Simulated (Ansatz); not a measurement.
# MgBr2 (CdI2 type), energy against volume

MgBr2 (CdI2 type)

Space group P-3m1 (No. 164); a = b = 3.8279 Å, c = 6.2617 Å, α = β = 90.00°, γ = 120.00°

```
atom  site  symmetry       x       y       z
----  ----  --------  ------  ------  ------
Mg      1a      -3m.  0.0000  0.0000  0.0000
Br      2d       3m.  0.3333  0.6667  0.2395
```

E(V) scan at fixed shape, V₀ the volume above. The atoms relax within the cell's symmetry.

These are r2SCAN+rVV10 (plane waves to 500 eV, PAW, scalar-relativistic; Ansatz, a quantum-chemistry and plane-wave program) values and carry that method's errors. k mesh 10×10×6 (Γ-centred), Fermi-Dirac smearing 0.05 eV. Energies are smeared free energies. With the shape held, the modulus is that of even scaling; a crystal free to change shape is softer. MgBr2 was relaxed with its symmetry unable to fall. The zero of ΔE is the relaxed starting cell.

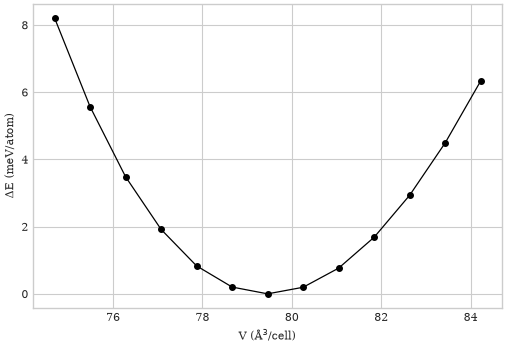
Fig. 1. ΔE (meV/atom) against V (Å³/cell); markers are the computed points, lines only join them.

The energy cost of the largest compression is 8.2 meV/atom and the pressure derivative B₀′ (fit) comes out as 5.5. The pressure for 5 % compression (fit) is 1.4 GPa and the equilibrium volume of the fit comes out as 26.49 Å³/atom. The bulk modulus at fixed cell shape B₀ (third-order Birch-Murnaghan fit) comes out as 24.1 GPa.

P = (3B₀/2)(x⁷ − x⁵)[1 + ¾(B₀′ − 4)(x² − 1)] with x = (1/0.95)^(1/3), B₀ = 24.1 GPa and B₀′ = 5.50.

(A scan under strain: stresses follow from slopes of the energy per volume, elastic moduli from its curvatures.)
